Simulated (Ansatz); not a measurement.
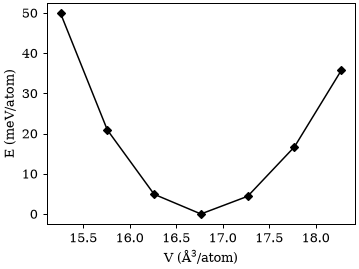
Fig. 1. GaP (rock salt, Fm-3m) under volume change, DFT-r²SCAN in the program Ansatz with PAW potentials, scaled uniformly.

Question: What does a third-order Birch–Murnaghan fit give for V₀, B₀ and B′?

Answer: V₀ = 16.77 Å³/atom, B₀ = 98.8 GPa, B′ = 4.5.

The start of the workflow was typed in or built on a structure type; neither database checked (COD, Materials Project) lists it. It is not the phase usual at ambient conditions (space group No. 216). Symmetry was held in the r²SCAN relaxation; its stability against distortions is not shown here. Spin–orbit coupling is left out wherever it is not named.

Potentials: the earlier of the program's two PAW sets.
